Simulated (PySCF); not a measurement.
Consider Al2H6S2 ((H2Al-mu-SH)2).

Input file:

```
{"job": {"kind": "nmr", "xc": "PBE0", "basis": {"default": "pcSseg-1", "Al": "pcSseg-2"}}, "charge": 0, "multiplicity": 1}
Al    -0.544160    -1.204720     0.965637
H     -2.063450    -1.011914     1.378169
H      0.437092    -2.377455     1.374233
S      0.623736     0.824267     1.430501
Al     1.061449     0.838158    -0.915671
H      0.402576     2.146801    -1.524810
H      2.543788     0.318628    -1.103431
S     -0.381070    -0.995864    -1.405995
H     -0.456791     1.636141     1.374097
H     -1.498521    -0.250781    -1.568322
```

Launched as:

```sh
OMP_NUM_THREADS=1 python probes_run.py task.json out
```

Geometry: PBE0-D3(BJ)/def2-SVP.

Computed with PySCF, PBE0/pcSseg-1 Al:pcSseg-2, SCF density, gas phase, non-relativistic.

Question: What will maps of the electron density and electron localisation function show?

Answer: Al–H (1.58 Å): the density is about 0.57 e/Å³ at the midpoint; the ELF climbs to about 1 towards the hydrogen.

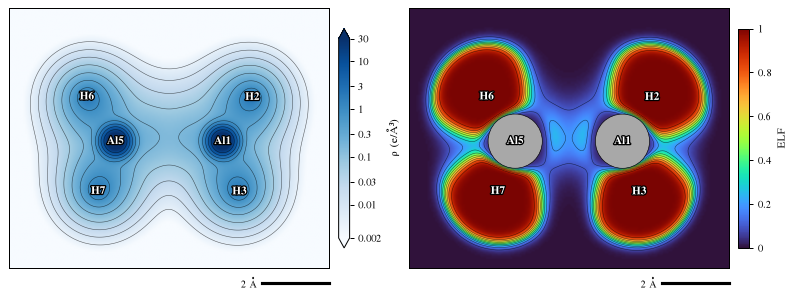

Computed electron density and electron localisation function on the plane of atoms H6, Al5 and H7, in this order. Grey discs cover the atomic cores in the ELF map. 
